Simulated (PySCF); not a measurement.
SMILES c1[c]scc1 (C₄H₃S), doublet at its PBE0/def2-SVP optimised geometry (Å):

```
8

C     -0.2246     1.5756     0.0000
C      0.7732     0.6554     0.0000
C      0.2050    -0.6616     0.0000
C     -1.1646    -0.6616     0.0000
S     -1.8052     0.9476     0.0000
H      1.8414     0.8748     0.0000
H      0.8022    -1.5756     0.0000
H     -1.8414    -1.5158     0.0000
```

Method: unrestricted PBE0/def2-TZVP (PySCF 2.14.0). Cells within 0.4 Å of a nucleus heavier than hydrogen are left out (blank, or x).

Map of the deformation density (molecule minus spherical neutral atoms) (e/bohr³) on the plane z = 0.0 Å:

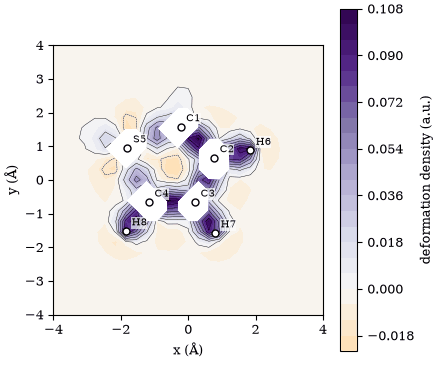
*Deformation density (molecule minus spherical neutral atoms) (e/bohr³) on the plane z = 0.0 Å.*
